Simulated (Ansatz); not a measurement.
# TiN: how the settings move a relaxation

Question: which choices in the input matter for TiN?

Method: reference: DFT, r2SCAN, PAW with Ansatz's default frozen-core files, scalar-relativistic; relaxation of cell and atoms, in Ansatz 0.2.0.

2 further runs of the same task are left out: 2 that didn't finish.

**1. The starting structure**

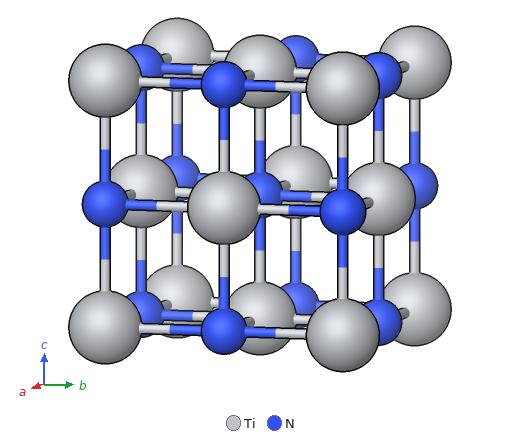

The starting structure, seen slightly off an axis (titanium light grey, nitrogen blue). Atoms on the faces are drawn again on the opposite ones. The cell drawn here is the conventional one.

Coordinates:

```
Ti N
1.0
     0.00000    2.11900    2.11900
     2.11900    0.00000    2.11900
     2.11900    2.11900    0.00000
Ti N
1 1
Direct
  0.00000 0.00000 0.00000
  0.50000 0.50000 0.50000
```

**2. Reference**

input.yaml

```yaml
crystal:
  lattice:
    - [0.0, 2.119, 2.119]
    - [2.119, 0.0, 2.119]
    - [2.119, 2.119, 0.0]
  atoms:
    - { symbol: Ti, position: [0.0, 0.0, 0.0] }
    - { symbol: "N", position: [0.5, 0.5, 0.5] }
kpoints:
  mp_grid: { grid: [18, 18, 18] }
scf:
  occupations: { method: fermi_dirac, width: 0.1 }
hamiltonian:
  xc: r2scan
  pseudopotentials: { kind: paw }
relax:
  f_tol: 0.002
  max_steps: 80
  cell: {}
output:
  forces: true
  stress: true
```

Run with:

```sh
ansatz run input.yaml --threads 1 --pin off --max-ram 1228MiB --backend cpu --events-out ev --progress --plain --runs-dir out
```

The main lines of its log:

```text
[...]
Basis set: ecut = 500 eV, 531 PW (Γ), exchange–correlation on 96×96×96 points (64 copies of the dense FFT grid, shifted against one another)
[...]
k-points: 195 of 5832
[...]
SCF iter   1: F=—  HF=-2893.014836 eV  |F-HF|=—  |Δ(HF+E_count)|=         —  Δρ=1.88e-2  dr2=7.37e-2  dr2_τ=1.37e-1  ethr=1.77e-3  ⟨swp⟩=5.1  Hψ=28341  notcnv=0
[...]
preconditioner: auto → none  [metal: Δε(μ)=0.041 eV  Ē_g=15.789 eV  σ=0.100 eV  W_gap=0.10  n_scr=8 (ndim 8)  ℏωp=25.5 eV  f_vac=0.000  D(μ)=0.82/eV (n_scr^D=8)  sad-step TF]
SCF iter   2: F=—  HF=-2893.095994 eV  |F-HF|=—  |Δ(HF+E_count)|=   8.12e-2  Δρ=6.72e-3  dr2=4.66e-3  dr2_τ=1.55e-3  ethr=4.34e-4  ⟨swp⟩=2.0  Hψ=7192  notcnv=0  defer=218
[...]
relax step   1: F+E_penalty+E_count = -2893.09741070 eV  Δ(F+E_penalty+E_count) = +0.000e0 eV  max|allowed force component| = 5.062e-30 eV/Å  Δτ_max = 0.0000 Å  P = -0.999 GPa  Ω = 19.029 Å³  (7 SCF iters, dr2 threshold 1.00e-7 eV, accepted)
[...]
relax step   2: F+E_penalty+E_count = -2893.09764268 eV  Δ(F+E_penalty+E_count) = -2.320e-4 eV  max|allowed force component| = 3.747e-30 eV/Å  Δτ_max = 0.0000 Å  P = -0.179 GPa  Ω = 18.976 Å³  energy of the carried Pulay correction = +3.551e-5 eV  (5 SCF iters
[...]
relax step   3: F+E_penalty+E_count = -2893.09765697 eV  Δ(F+E_penalty+E_count) = -1.429e-5 eV  max|allowed force component| = 1.586e-30 eV/Å  Δτ_max = 0.0000 Å  P = -0.000 GPa  Ω = 18.964 Å³  energy of the carried Pulay correction = +4.323e-5 eV  (3 SCF iters
[...]
SCF iter   5: F=—  HF=-2893.097612 eV  |F-HF|=—  |Δ(HF+E_count)|=   1.03e-9  Δρ=5.32e-7  dr2=3.04e-11  dr2_τ=6.34e-12  ethr=3.64e-12  ⟨swp⟩=2.3  Hψ=4483  notcnv=0
SCF iter   6: F=-2893.097612 eV  HF=-2893.097612 eV  |F-HF|=9.09e-13  |Δ(HF+E_count)|=  5.37e-11  Δρ=7.63e-8  dr2=5.91e-13  dr2_τ=1.29e-13  ethr=1.00e-12  ⟨swp⟩=4.8  Hψ=9630  notcnv=0
[...]
relax step   4: F+E_penalty+E_count = -2893.09761164 eV  Δ(F+E_penalty+E_count) = +4.533e-5 eV  max|allowed force component| = 3.780e-30 eV/Å  Δτ_max = 0.0000 Å  P = -0.001 GPa  Ω = 18.964 Å³  stress off target by 1.23e-3 GPa  SCF on the basis re-selected at t
[...]
SCF converged after 6 iterations
Free energy (F): -2893.097612 eV
[...]
E sigma→0 (E₀):  -2893.083911 eV
[...]
Fermi energy:    17.411061 eV
[...]
  P = ⅓ Tr σ = -0.0012 GPa (-0.012 kbar)
--- Relaxed structure (3 steps of the walk, 3 accepted, 1 SCFs on fresh bases) ---
[...]
```

Wall time 11 s (1 thread of Intel Xeon 6975P-C (Granite Rapids), shared host); peak memory 0.49 GiB.

**3. Changed: occupations.method gaussian, occupations.width 0.3**

input.yaml: that of step 2 with these lines changed.

```diff
@@ -11,3 +11,3 @@
 scf:
-  occupations: { method: fermi_dirac, width: 0.1 }
+  occupations: { method: gaussian, width: 0.3 }
 hamiltonian:
```

Run with:

```sh
ansatz run input.yaml --threads 1 --pin off --max-ram 1228MiB --backend cpu --events-out ev --progress --plain --runs-dir out
```

Output:

```text
Engine: ansatz 0.2.0
Pseudopotentials: kind: paw
Pseudopotential: Ti, paw, valence charge 12, recommended cutoff 500 eV (meta_gga), Ti.paw.azcp
Pseudopotential: N, paw, valence charge 5, recommended cutoff 500 eV (meta_gga), N.paw.azcp
Functional definition: r2SCAN
  parameter k0 = 0.174
  parameter k1 = 0.065
  parameter a1 = 4.9479
  exchange = r2scan_x(k0 = k0, k1 = k1, a1 = a1)
  correlation = r2scan_c
Crystal: 2 atoms, lattice volume = 19.029 Å³
Basis set: ecut = 500 eV, 531 PW (Γ), exchange–correlation on 96×96×96 points (64 copies of the dense FFT grid, shifted against one another)
Bands: 13, of which v1, the nominal top of the filled ones, is band 9 counted from 1 (8 counted from 0)
Symmetry: 48 space group operations
Space group: Fm-3m (ITA 225), of the structure as read, at distance tolerance 2.7e-5 Å
k-points: 195 of 5832
Non-local potential: Ti, projectors of the file, l = 0: 3, l = 1: 2, l = 2: 3, l = 3: 1
Non-local potential: N, projectors of the file, l = 0: 2, l = 1: 2, l = 2: 1
PAW form: soft (Blöchl's): semilocal exchange-correlation on the pseudo side does not see the compensation charge
PAW frozen core: Ti, regenerated for the run's functional (the file was generated under x = pbe(κ = 0.804, μ = 0.2195149727645171), c = pbe(β = 0.06672455060314922))
PAW frozen core: N, regenerated for the run's functional (the file was generated under x = pbe(κ = 0.804, μ = 0.2195149727645171), c = pbe(β = 0.06672455060314922))
PAW one-centre angular grid: Ti, 590 points (default); XC on 160 Gauss nodes
PAW one-centre angular grid: N, 302 points (default); XC on 160 Gauss nodes
Initial density: superposition of atomic densities (neutral atoms: chi_scale 0, normalization atom), corrected by the library's trained network
Initial wavefunctions: pseudopotential atomic-orbital guess
Functional: x = r2scan, c = r2scan; τ floored in thin density (d = 2e-4 eV/Å³)
SCF iter   1: F=—  HF=-2893.019786 eV  |F-HF|=—  |Δ(HF+E_count)|=         —  Δρ=1.88e-2  dr2=7.34e-2  dr2_τ=1.37e-1  ethr=1.77e-3  ⟨swp⟩=4.9  Hψ=26135  notcnv=0
automatic band count: the SCF goes on with 17 bands, as 13 were too few: the levels above may hold too much charge
preconditioner: auto → none  [metal: Δε(μ)=0.041 eV  Ē_g=15.789 eV  σ=0.300 eV  W_gap=0.08  n_scr=8 (ndim 8)  ℏωp=25.5 eV  f_vac=0.000  D(μ)=0.80/eV (n_scr^D=8)  sad-step TF]
SCF iter   2: F=—  HF=-2893.101085 eV  |F-HF|=—  |Δ(HF+E_count)|=   8.13e-2  Δρ=6.72e-3  dr2=4.69e-3  dr2_τ=1.53e-3  ethr=4.32e-4  ⟨swp⟩=2.0  Hψ=6763  notcnv=0  defer=440
SCF iter   3: F=—  HF=-2893.102129 eV  |F-HF|=—  |Δ(HF+E_count)|=   1.04e-3  Δρ=3.22e-3  dr2=7.30e-4  dr2_τ=1.12e-4  ethr=2.76e-5  ⟨swp⟩=1.8  Hψ=3078  notcnv=0  defer=440
SCF iter   4: F=—  HF=-2893.102492 eV  |F-HF|=—  |Δ(HF+E_count)|=   3.62e-4  Δρ=1.11e-3  dr2=2.18e-4  dr2_τ=1.86e-5  ethr=4.30e-6  ⟨swp⟩=2.2  Hψ=3531  notcnv=0  defer=440
SCF iter   5: F=—  HF=-2893.102497 eV  |F-HF|=—  |Δ(HF+E_count)|=   5.32e-6  Δρ=3.50e-4  dr2=2.40e-5  dr2_τ=7.42e-7  ethr=1.28e-6  ⟨swp⟩=2.0  Hψ=3610  notcnv=0  defer=440
SCF iter   6: F=—  HF=-2893.102501 eV  |F-HF|=—  |Δ(HF+E_count)|=   3.75e-6  Δρ=7.34e-5  dr2=1.17e-6  dr2_τ=1.01e-7  ethr=1.41e-7  ⟨swp⟩=2.0  Hψ=3588  notcnv=0  defer=440
SCF iter   7: F=-2893.102501 eV  HF=-2893.102501 eV  |F-HF|=4.31e-8  |Δ(HF+E_count)|=   1.17e-7  Δρ=1.70e-5  dr2=6.41e-8  dr2_τ=9.62e-10  ethr=5.88e-10  ⟨swp⟩=2.5  Hψ=9377  notcnv=0
SCF 1 converged in 7 iterations: F = -2893.102501 eV  dr2 = 6.41e-8
relax step   1: F+E_penalty+E_count = -2893.10250068 eV  Δ(F+E_penalty+E_count) = +0.000e0 eV  max|allowed force component| = 3.386e-30 eV/Å  Δτ_max = 0.0000 Å  P = -0.939 GPa  Ω = 19.029 Å³  (7 SCF iters, dr2 threshold 1.00e-7 eV, accepted)
Crystal: 2 atoms, lattice volume = 18.979 Å³
Bands: 17, of which v1, the nominal top of the filled ones, is band 9 counted from 1 (8 counted from 0)
Initial density: handed on by an earlier stage of this run
Initial wavefunctions: those handed on with the density
iter 1 solved again at ethr=1.98e-7 eV; its pass at ethr=3.10e-3 eV (dr2=3.36e-5 eV) is discarded
SCF iter   1: F=—  HF=-2893.102594 eV  |F-HF|=—  |Δ(HF+E_count)|=         —  Δρ=3.98e-4  dr2=3.30e-5  dr2_τ=9.17e-5  ethr=1.98e-7  ⟨swp⟩=2.0  Hψ=15558  notcnv=0
preconditioner: auto → none  [metal: Δε(μ)=0.021 eV  Ē_g=15.649 eV  σ=0.300 eV  W_gap=0.04  n_scr=8 (ndim 8)  ℏωp=25.6 eV  f_vac=0.000  D(μ)=0.83/eV (n_scr^D=8)]
SCF iter   2: F=—  HF=-2893.102712 eV  |F-HF|=—  |Δ(HF+E_count)|=   1.18e-4  Δρ=3.40e-4  dr2=2.20e-5  dr2_τ=3.87e-6  ethr=1.94e-7  ⟨swp⟩=2.1  Hψ=4675  notcnv=0
SCF iter   3: F=—  HF=-2893.102708 eV  |F-HF|=—  |Δ(HF+E_count)|=   4.45e-6  Δρ=7.84e-5  dr2=1.18e-6  dr2_τ=6.34e-8  ethr=1.30e-7  ⟨swp⟩=1.3  Hψ=3469  notcnv=0
SCF iter   4: F=—  HF=-2893.102708 eV  |F-HF|=—  |Δ(HF+E_count)|=   8.25e-7  Δρ=1.14e-4  dr2=2.65e-6  dr2_τ=1.86e-7  ethr=6.94e-9  ⟨swp⟩=2.0  Hψ=4815  notcnv=0
SCF iter   5: F=-2893.102708 eV  HF=-2893.102708 eV  |F-HF|=6.07e-8  |Δ(HF+E_count)|=   5.73e-7  Δρ=1.96e-5  dr2=8.34e-8  dr2_τ=2.10e-9  ethr=1.18e-9  ⟨swp⟩=2.4  Hψ=10091  notcnv=0
SCF 2 converged in 5 iterations: F = -2893.102708 eV  dr2 = 8.34e-8
relax step   2: F+E_penalty+E_count = -2893.10270777 eV  Δ(F+E_penalty+E_count) = -2.071e-4 eV  max|allowed force component| = 2.564e-30 eV/Å  Δτ_max = 0.0000 Å  P = -0.168 GPa  Ω = 18.979 Å³  energy of the carried Pulay correction = +3.339e-5 eV  (5 SCF iters, dr2 threshold 2.00e-7 eV, accepted)
Crystal: 2 atoms, lattice volume = 18.968 Å³
iter 1 solved again at ethr=6.28e-9 eV; its pass at ethr=3.10e-3 eV (dr2=1.07e-6 eV) is discarded
SCF iter   1: F=—  HF=-2893.102715 eV  |F-HF|=—  |Δ(HF+E_count)|=         —  Δρ=7.15e-5  dr2=1.05e-6  dr2_τ=4.32e-6  ethr=6.28e-9  ⟨swp⟩=2.3  Hψ=16233  notcnv=0
preconditioner: auto → none  [metal: Δε(μ)=0.021 eV  Ē_g=15.653 eV  σ=0.300 eV  W_gap=0.04  n_scr=8 (ndim 8)  ℏωp=25.6 eV  f_vac=0.000  D(μ)=0.83/eV (n_scr^D=8)]
SCF iter   2: F=—  HF=-2893.102721 eV  |F-HF|=—  |Δ(HF+E_count)|=   5.52e-6  Δρ=5.94e-5  dr2=6.62e-7  dr2_τ=1.16e-7  ethr=6.15e-9  ⟨swp⟩=2.0  Hψ=4779  notcnv=0
SCF iter   3: F=-2893.102721 eV  HF=-2893.102721 eV  |F-HF|=2.22e-9  |Δ(HF+E_count)|=   1.24e-7  Δρ=1.58e-5  dr2=4.79e-8  dr2_τ=2.81e-9  ethr=4.17e-10  ⟨swp⟩=3.0  Hψ=10043  notcnv=0
SCF 3 converged in 3 iterations: F = -2893.102721 eV  dr2 = 4.79e-8
relax step   3: F+E_penalty+E_count = -2893.10272088 eV  Δ(F+E_penalty+E_count) = -1.312e-5 eV  max|allowed force component| = 1.578e-30 eV/Å  Δτ_max = 0.0000 Å  P = -0.000 GPa  Ω = 18.968 Å³  energy of the carried Pulay correction = +4.068e-5 eV  (3 SCF iters, dr2 threshold 7.09e-8 eV, accepted)
Initial wavefunctions: pseudopotential atomic-orbital guess (no wavefunctions were taken with the density)
iter 1 solved again at ethr=3.17e-8 eV; its pass at ethr=3.10e-3 eV (dr2=5.38e-6 eV) is discarded
SCF iter   1: F=—  HF=-2893.102677 eV  |F-HF|=—  |Δ(HF+E_count)|=         —  Δρ=1.81e-5  dr2=5.02e-8  dr2_τ=1.85e-8  ethr=3.17e-8  ⟨swp⟩=2.3  Hψ=21819  notcnv=0
preconditioner: auto → none  [metal: Δε(μ)=0.021 eV  Ē_g=15.652 eV  σ=0.300 eV  W_gap=0.04  n_scr=8 (ndim 8)  ℏωp=25.6 eV  f_vac=0.000  D(μ)=0.83/eV (n_scr^D=8)]
SCF iter   2: F=—  HF=-2893.102675 eV  |F-HF|=—  |Δ(HF+E_count)|=   1.53e-6  Δρ=1.41e-5  dr2=2.89e-8  dr2_τ=6.62e-9  ethr=2.95e-10  ⟨swp⟩=2.0  Hψ=4165  notcnv=0
SCF iter   3: F=—  HF=-2893.102675 eV  |F-HF|=—  |Δ(HF+E_count)|=  1.51e-10  Δρ=5.80e-6  dr2=5.32e-9  dr2_τ=1.07e-9  ethr=1.70e-10  ⟨swp⟩=2.0  Hψ=4075  notcnv=0
SCF iter   4: F=—  HF=-2893.102675 eV  |F-HF|=—  |Δ(HF+E_count)|=   2.57e-9  Δρ=2.35e-6  dr2=5.42e-10  dr2_τ=1.25e-10  ethr=3.13e-11  ⟨swp⟩=1.1  Hψ=3381  notcnv=0
SCF iter   5: F=—  HF=-2893.102675 eV  |F-HF|=—  |Δ(HF+E_count)|=  9.34e-10  Δρ=5.05e-7  dr2=2.57e-11  dr2_τ=5.96e-12  ethr=3.19e-12  ⟨swp⟩=2.2  Hψ=4430  notcnv=0
SCF iter   6: F=-2893.102675 eV  HF=-2893.102675 eV  |F-HF|=1.36e-12  |Δ(HF+E_count)|=  4.59e-11  Δρ=7.24e-8  dr2=5.20e-13  dr2_τ=1.21e-13  ethr=1.00e-12  ⟨swp⟩=4.6  Hψ=9466  notcnv=0
SCF 4 converged in 6 iterations: F = -2893.102675 eV  dr2 = 5.20e-13
relax step   4: F+E_penalty+E_count = -2893.10267550 eV  Δ(F+E_penalty+E_count) = +4.539e-5 eV  max|allowed force component| = 1.972e-30 eV/Å  Δτ_max = 0.0000 Å  P = -0.001 GPa  Ω = 18.968 Å³  stress off target by 1.15e-3 GPa  SCF on the basis re-selected at this cell (its energy is not comparable with the rows above)  (6 SCF iters)
basis re-selected at this cell: Δ(F+E_penalty+E_count) = +4.539e-5 eV, ΔP = -0.001 GPa vs the last step (what re-selecting the basis moved, of the pressure what is left beyond the Pulay correction that the steps carried, after the strain that the cell walked since its last selection, with what the two solves' SCF thresholds leave and, on support functions, any second-order correction that the steps lacked; it is no measure of the basis error at this ecutwfc). This SCF's stress stands 1.15e-3 GPa from its target on what of the cell is left free (relax.cell.stress_tol is 5.00e-2 GPa) and its largest allowed force component is 1.97e-30 eV/Å (relax.f_tol is 2.00e-3 eV/Å): within both
SCF converged after 6 iterations
Free energy (F): -2893.102675 eV
Harris-Foulkes:  -2893.102675 eV  (|F-HF|=1.36e-12)
Internal energy: -2893.065387 eV  (E = F + TS)
E sigma→0 (E₀):  -2893.084031 eV
Entropy (-TS):   -0.037288 eV (-18.644 meV/atom)
Fermi energy:    17.404128 eV
--- Per-component energies (eV) ---
  E_band       = -105.962170
  E_kinetic    = 407.969533
  E_local      = -782.745492  (includes V_loc(G=0)·N_el)
  E_nonlocal   = 50.269140
  E_hartree    = 312.020678
  E_xc         = -155.211451
  E_vxc        = -220.835624  (∫ρ·V_xc dr)
  E_paw        = -1184.922861  (= ΣΔE_a)
  E_vpaw       = -198.602008  (= ΣTr[D̂ρ^β])
  E_aug_tail   = 0.000098  (compensation charges beyond the density's cutoff)
  E_vtau       = 13.940837  (kinetic-family band-sum trace: ∫τ·v_τ [+ j·A + Jᵃ·Aᵃ] dr)
  E_ewald      = -1540.162009
  E_core_change = -0.283022  (= ΣΔE_core)
  E_smearing   = -0.037288  (= −TS)
  E_closure    = -0.000000  (closes the sum)
  Σ components = -2893.102675   (vs F -2893.102675, Δ=0.00e0)
--- Forces (eV/Å), atoms counted from 1 ---
  atom   1  Ti    -0.00000000    -0.00000000     0.00000000
  atom   2  N      0.00000000    -0.00000000     0.00000000
  max |Σ_I F_I| component: 3.42e-30 eV/Å
--- Stress (GPa, compression-positive) ---
       -0.001149      -0.000000       0.000000
        0.000000      -0.001149      -0.000000
       -0.000000      -0.000000      -0.001149
  P = ⅓ Tr σ = -0.0011 GPa (-0.011 kbar)
--- Relaxed structure (3 steps of the walk, 3 accepted, 1 SCFs on fresh bases) ---
  F+E_penalty+E_count = -2893.10267550 eV   max|allowed force component| = 1.972e-30 eV/Å   (the final SCF, on the basis selected at the relaxed cell)
  cell:  # Å, volume = 18.9683 Å³
    - [7.770442350165775e-34, 2.1167347382692134, 2.1167347382692134]
    - [2.1167347382692134, 1.62414983548547e-33, 2.1167347382692134]
    - [2.1167347382692134, 2.1167347382692134, 3.311991821382134e-33]
  atoms:
    - { symbol: Ti, position: [4.733782504504652e-37, -8.284119382872515e-37, -8.284119382880048e-37] }
    - { symbol: N, position: [0.5, 0.5, 0.5] }
```

It took 12 s on 1 thread of Intel Xeon 6975P-C (Granite Rapids), shared host; peak memory 0.49 GiB.

Changing the smearing hardly moves the energy: -0.1 meV/atom.

**4. Side by side**

| run | ending | energy change | pressure (GPa) | gap (eV) | force (eV/Å) | cycles | time |
| --- | --- | --- | --- | --- | --- | --- | --- |
| reference | converged | 0 | 0.0 | 0.00 | 0.00 | 21 | 11 s |
| 1: occupations.method gaussian, occupations.width 0.3 | converged | -0.1 meV/atom (σ→0) | 0.0 | 0.00 | 0.00 | - | 12 s |

**Reading.** Changing the smearing hardly moves the energy: -0.1 meV/atom. The reference leaves spin out although Ti can carry a moment, so its state need not be the lowest.
